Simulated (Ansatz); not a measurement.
GaAlH$_{5}$O$_{2}$Cl: several calculations on one system

Part 1: Relaxation

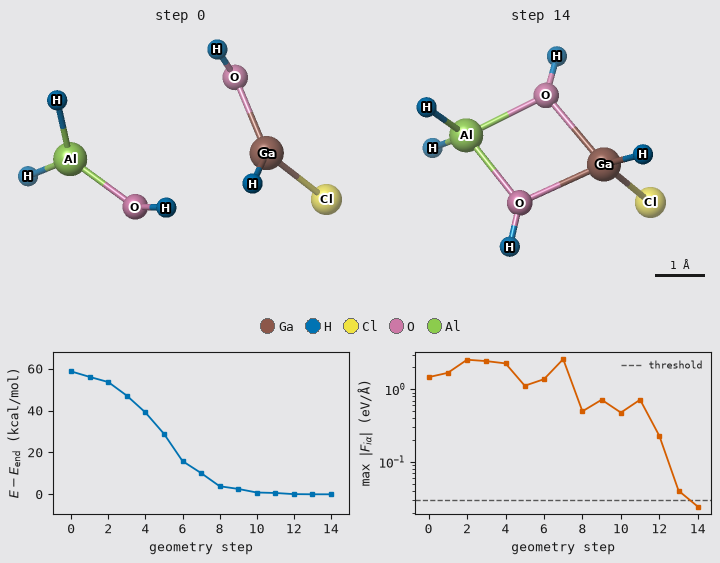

First and last geometry of a relaxation of GaAlH₅O₂Cl, with the history of the run. Style: ball-and-stick. Shown face on.

The run prepares an end point of a later path (reaction) calculation, from a guessed geometry.

Level of theory: RHF/def2-SVP (Ansatz).

Input file:
```yaml
crystal:
  periodic: [false, false, false]
  atoms:
    - { symbol: Ga, position_ang: [0.108649, 0.307547, -0.086931] }
    - { symbol: H, position_ang: [-0.007187, 0.1623, 1.468085] }
    - { symbol: Cl, position_ang: [1.814718, 1.193593, -1.035803] }
    - { symbol: O, position_ang: [-1.170159, -0.230234, -1.182281] }
    - { symbol: H, position_ang: [-2.030913, -0.430063, -0.850238] }
    - { symbol: O, position_ang: [0.432618, -2.430766, 1.040028] }
    - { symbol: Al, position_ang: [-0.531145, -3.692237, 0.427793] }
    - { symbol: H, position_ang: [0.187001, -4.781933, -0.439498] }
    - { symbol: H, position_ang: [-2.077261, -3.673549, 0.7331] }
    - { symbol: H, position_ang: [0.238079, -1.690056, 1.632645] }
basis:
  gaussian: { orbitals: def2-SVP }
hamiltonian:
  xc: hf
relax:
  f_tol: 0.03
  max_steps: 50
```

Launched with:
```bash
ansatz run input.yaml --threads 2 --pin off --max-ram 3072MiB --backend cpu --events-out ev --progress --plain --runs-dir out
```

Q: Did the run converge, and what did it change?

A: It converged. O4 moves most after the best rigid fit: 1.14 Å. Largest moves by element: O 1.14 Å, H 1.12 Å, Al 0.90 Å, Cl 0.75 Å, Ga 0.65 Å. Near-neighbour distances that change, for instance: O4–Al7 3.871 → 1.864 Å, Ga1–Al7 4.083 → 2.941 Å, Ga1–O6 2.979 → 1.933 Å, Ga1–O4 1.768 → 1.934 Å. New bonds form, among them: Ga1–O6 (2.98 → 1.93 Å), O4–Al7 (3.87 → 1.86 Å). Bond angles that change, for instance: Ga1–O4–H5 120.4° → 127.4°, O6–Al7–H9 118.5° → 111.8°, H2–Ga1–O4 122.2° → 116.2°. Over 14 geometry steps the energy falls by 58.7 kcal/mol. The largest force component goes from 1.5 to 0.024 eV/Å. The run took 51 s on 2 threads of Arm Neoverse V1, with other jobs on the host, peak memory 0.3 GiB.

Limits of the set-up: Hartree-Fock leaves out electron correlation.

Part 2: Relaxation

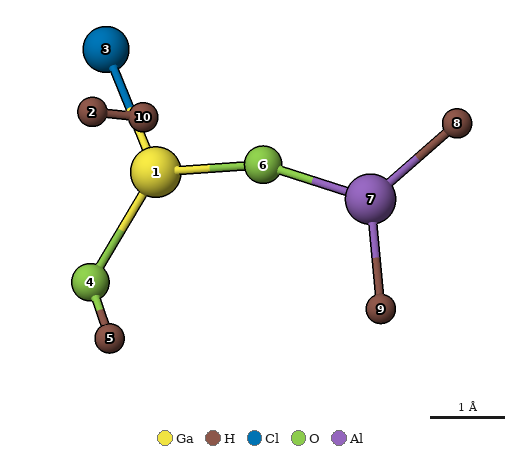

GaAlH$_{5}$O$_{2}$Cl, before the relaxation. The picture is a ball-and-stick view, seen at a tilt.

The run prepares an end point of a later path (reaction) calculation, from a guessed geometry.

All numbers below come from Ansatz, RHF/def2-SVP.

Input file:
```yaml
crystal:
  periodic: [false, false, false]
  atoms:
    - { symbol: Ga, position_ang: [0.08328, -0.439398, -0.550774] }
    - { symbol: H, position_ang: [0.157972, -0.245629, 2.213957] }
    - { symbol: Cl, position_ang: [1.923511, 0.549811, -0.981973] }
    - { symbol: O, position_ang: [-1.405037, 0.43326, -0.885186] }
    - { symbol: H, position_ang: [-2.243983, 0.036701, -0.706674] }
    - { symbol: O, position_ang: [0.06064, -2.112339, 0.034543] }
    - { symbol: Al, position_ang: [-0.438051, -3.720645, 0.192637] }
    - { symbol: H, position_ang: [0.628913, -4.877465, 0.313074] }
    - { symbol: H, position_ang: [-1.991381, -4.013563, 0.197499] }
    - { symbol: H, position_ang: [0.188536, -0.876132, 1.879797] }
basis:
  gaussian: { orbitals: def2-SVP }
hamiltonian:
  xc: hf
relax:
  f_tol: 0.03
  max_steps: 50
```

Launched with:
```bash
ansatz run input.yaml --threads 2 --pin off --max-ram 3072MiB --backend cpu --events-out ev --progress --plain --runs-dir out
```

Question: What does the optimiser find from here?

Answer: The energy falls by 0.209 eV in 30 accepted moves (37 points after the start). The largest force component goes from 1.3 to 0.027 eV/Å. The line search rejected the trial steps at points 3, 9, 15, 16, 21, 22, 26 of the run. The forces were under the threshold at step 23, but the run went on from there. The atom that moves furthest after the best rigid fit is H9 (1.85 Å). Largest moves by element: H 1.85 Å, Cl 0.77 Å, O 0.65 Å, Al 0.42 Å, Ga 0.29 Å. Near-neighbour distances that change, for instance: H2–H10 0.714 → 0.747 Å, Ga1–O6 1.773 → 1.742 Å, Ga1–Cl3 2.133 → 2.138 Å. Among the angles between lasting bonds that change: Ga1–O6–Al7 158.8° → 172.2°.

Final geometry:

```xyz
10

Ga   -0.0843   -0.6404   -0.6705
H     0.0622    0.3821    2.2649
Cl    1.8028   -0.0329   -1.4713
O    -1.2827    0.6113   -0.3705
H    -2.1328    0.3713   -0.0379
O    -0.3972   -2.3272   -0.3677
Al   -0.4789   -3.9964   -0.1280
H     0.1327   -4.6083    1.1887
H    -1.1915   -4.8859   -1.2188
H     0.5341   -0.1390    2.5183
```

The end point in the same view:

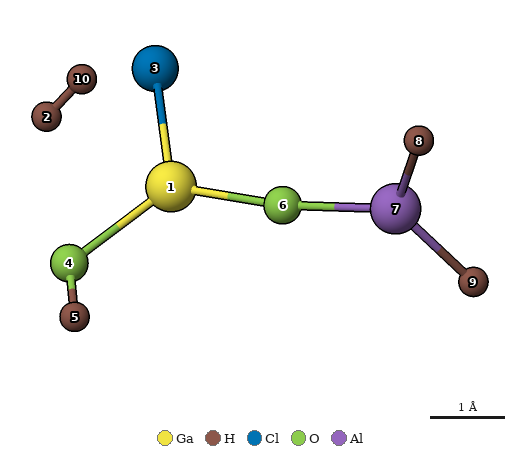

Limits of the set-up: the start holds two separate molecules, 2.2 Å apart at their closest, whose relative position is a soft coordinate and is computed without a dispersion correction; Hartree-Fock leaves out electron correlation.

Part 3: Path

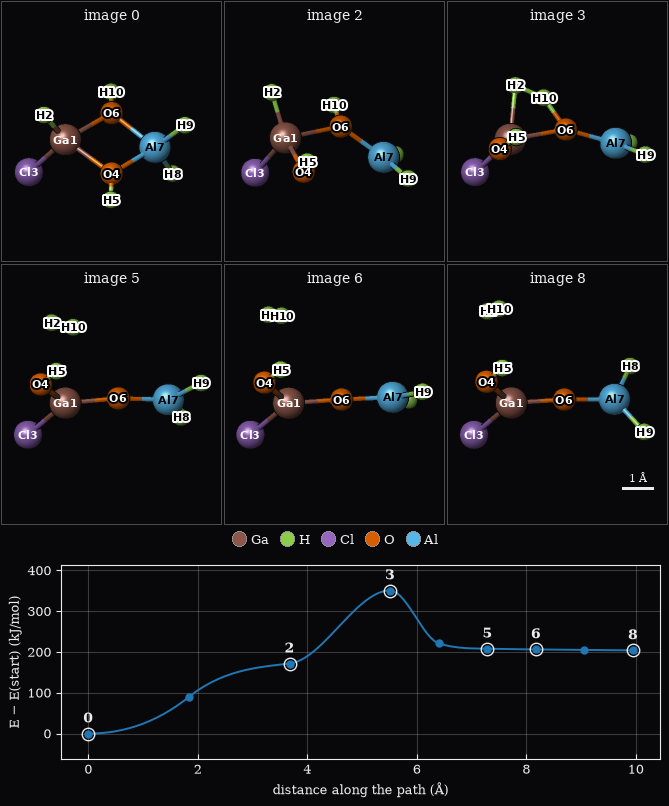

NEB run on GaAlH5O2Cl. Images are numbered from 0 (start) to 8 (end). Style: ball-and-stick. Shown at a tilt.

Theory: Ansatz 0.2.0, RHF/def2-SVP. Settings: 7 movable images; climbing image; force threshold 0.05 eV/Å; iteration limit 60; starting path through a guess of the saddle point.

Read off the barrier and say what moves.

Answer. The energy climbs by 350.7 kJ/mol to image 3 and then falls by 146.8 kJ/mol, so the end point sits at +203.9 kJ/mol. Breaking: Ga1–H2 (1.55 → 1.82 at the top → 3.11 Å), O4–Al7 (1.86 → 4.57 at the top → 4.68 Å), O6–H10 (0.94 → 1.27 at the top → 3.74 Å). Forming: H2–H10 (3.50 → 1.01 at the top → 0.75 Å). The band converged in 31 iterations. The largest component of the band force went from 45 to 0.043 eV/Å. The climbing image converged on the top of the path. Its vibrational analysis gives 2 imaginary modes over 30i cm⁻¹, so it isn't confirmed as a transition state.

Limits of the set-up: Hartree-Fock leaves out electron correlation.

The run took 9.1 min on 2 threads of Arm Neoverse V1, with other jobs on the host, peak memory 0.31 GiB.
